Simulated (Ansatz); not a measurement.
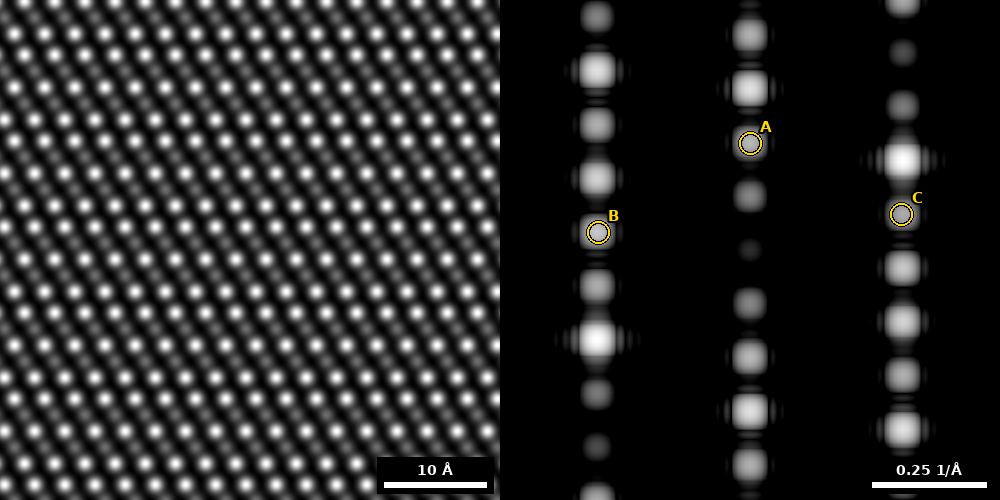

iDPC-like image of a crystal. Simulated as the projected potential of neutral atoms (B = 0.3 Å²) blurred by a 0.94 Å probe, the thin-sample limit of integrated differential phase contrast. The display is stretched by a gamma of 0.8; percentages refer to the linear signal.

The right panel is the modulus of the image's Fourier transform on a logarithmic scale.

### Which lattice spacings do the marked spots stand for, and what angle do A and B enclose?

A: 4.3 Å, B: 3.0 Å, C: 2.9 Å; A and B enclose about 83°.

The crystal is Ta3Si2 (R-3m, No. 166) along [100]; the spots are (006), (0 -1 1) and (012). Atomic positions: coordinates from a relaxation with DFT PBE, scalar-relativistic, plane waves, PAW in Ansatz 0.2.0; the starting structure was generated, so it need not be a known form of this composition.
